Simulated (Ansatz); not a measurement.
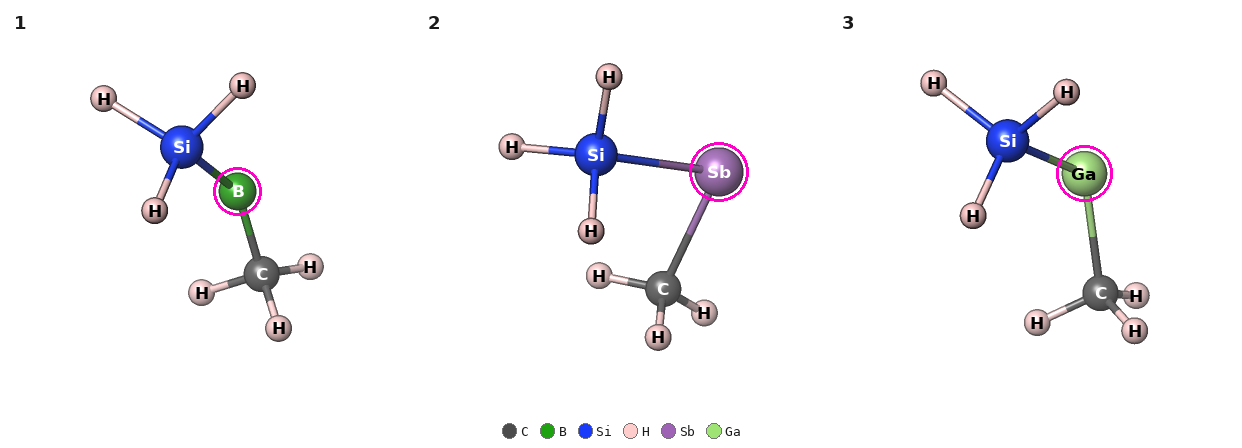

3 molecules with one skeleton, seen from the same side and at one scale; the atom that differs is circled. Each species is neutral and a spin doublet. Computed geometries: PBE0-D4/def2-TZVP optimisations, one conformation each. Properties computed with Ansatz 0.2.0. Elements past Kr carry core potentials.

One atom differs, called X below: B in panel 1, Sb in panel 2, Ga in panel 3. Their formulas are CH6BSi (`C[B][SiH3]`), CH6SbSi (`[CH3][Sb][SiH3]`), CH6GaSi (`[CH3][Ga][SiH3]`).

Question: Rank them by the harmonic zero-point energy, lowest first (PBE0-D4/def2-TZVP).

Answer: 3 (Ga), 2 (Sb), 1 (B).

Question: Rank them by the angle C–X–Si, lowest first (PBE0-D4/def2-TZVP).

Answer: 2 (Sb), 3 (Ga), 1 (B).

Give the values. With PBE0-D4/def2-TZVP: length of X–C (Å), length of X–Si (Å), angle C–X–Si (°), harmonic zero-point energy (kJ/mol). With PBE-D4/def2-TZVPP: dipole moment (D).

```csv
quantity,1 (B),2 (Sb),3 (Ga)
length of X–C (Å),1.531,2.170,1.991
length of X–Si (Å),1.979,2.565,2.454
angle C–X–Si (°),143.4,92.0,122.9
dipole moment (D),1.57,0.88,1.11
harmonic zero-point energy (kJ/mol),162.8,158.2,154.4
```
